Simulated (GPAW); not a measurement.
## MoS2 (P6_3/mmc): refractive index against wavelength

The refractive index of MoS2 (P6_3/mmc) along x below the direct gap (1.64 eV on the mesh) is read from one computed spectrum, n = √(Re ε). x, y and z are the Cartesian axes of the input cell.

The structure is hexagonal, space group P6_3/mmc (No. 194). Conventional cell: a = 3.169 Å, b = 3.169 Å, c = 12.324 Å, α = 90.00°, β = 90.00°, γ = 120.00°. Around Mo on site c lie 6 S at 2.41 Å. S on site f has 3 Mo at 2.41 Å as nearest neighbours.

Method: GPAW 26.7.0, PBE, RPA, k-mesh 12×12×3, local fields up to 50 eV, Lorentzian half width 0.15 eV.

Launch of the response step: `OMP_NUM_THREADS=1 python df.py`. The run took 8.3 min, its band step included, on 1 thread of Arm Neoverse V1, on a shared host.

| wavelength (nm) | photon energy E (eV) | n |
| --- | --- | --- |
| 3000 | 0.413 | 3.7341 |
| 2000 | 0.620 | 3.7704 |
| 1550 | 0.800 | 3.8169 |
| 1310 | 0.946 | 3.8668 |
| 1064 | 1.165 | ? |

In the single-oscillator model n² − 1 = E₀E_d/(E₀² − E²), so 1/(n² − 1) = E₀/E_d − E²/(E₀E_d) is linear in E².

Working, on the rows shown:

| x = E² (eV²) | y = 1/(n² − 1) |
| --- | --- |
| 0.170801 | 0.0772588 |
| 0.384302 | 0.0756663 |
| 0.639837 | 0.0736989 |
| 0.895757 | 0.0716736 |

Means: x̄ = 0.52267, ȳ = 0.074574. Σ(x − x̄)(y − ȳ) = -0.00228, Σ(x − x̄)² = 0.2959. Slope = -0.00228 / 0.2959 = -0.007708; intercept = ȳ − slope · x̄ = 0.078603. Turned back into n, the line misses the rows shown by at most 0.00066.

Problem. What does the fit predict for the withheld row, and how well does it do?

Solution. At x = 1.3578 the line gives y = 0.068137, that is 3.9593. The run gave 3.9685, so the extrapolation is off by 0.0092, 4 % of the range in the table.

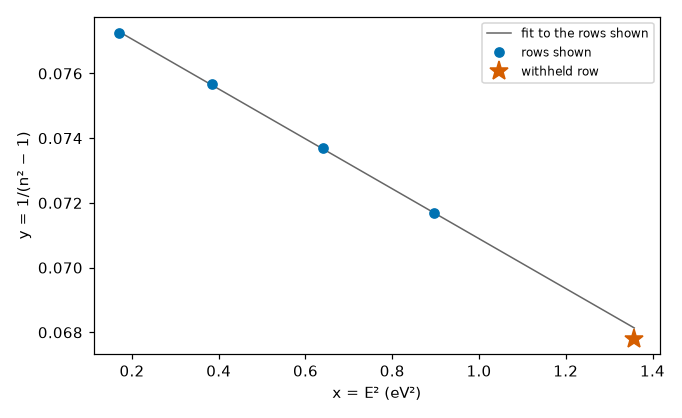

Refitted with all rows, the slope is -0.007971 and the intercept 0.078717. These give E₀ = √(intercept/−slope) = 3.14 eV and E_d = E₀/intercept = 39.9 eV; E₀ is 1.9 times the direct gap. The electronic limit at long wavelengths, without lattice vibrations, is n = √(1 + 1/intercept) = 3.702. The cell comes from an older database entry, whose edges can be off by a per cent or so. Excitons are left out; PBE gaps are as a rule too small. The values come from a sum over the points of one k-mesh and carry its error, which grows as the direct gap shrinks. This version of GPAW has incomplete matrix elements in the optical limit, which can lower ε − 1 by up to a tenth where first-row anions or d states rule. Spin-orbit coupling is left out.
